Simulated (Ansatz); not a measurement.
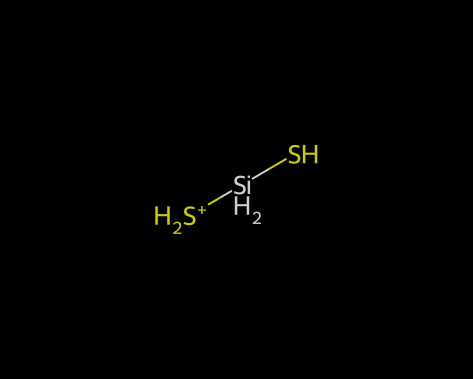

The drawing above gives the connectivity. State: charge +1, singlet. The computed structure is the end point of a PBE0-D4/def2-TZVP optimisation. No frequency run is at hand to confirm it as a minimum.

Describe the 3D structure.

The species is H₅S₂Si⁺. Its SMILES string is `S[SiH2][SH2+]`. It has no ring. Among its groups: Si–H bond. Coordination: 1 S bent; 1 Si tetrahedral; 1 S trigonal pyramidal.

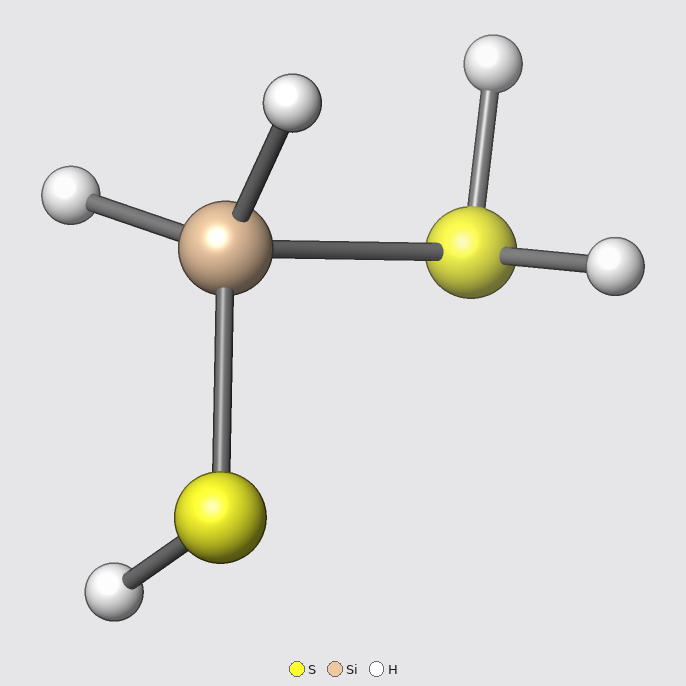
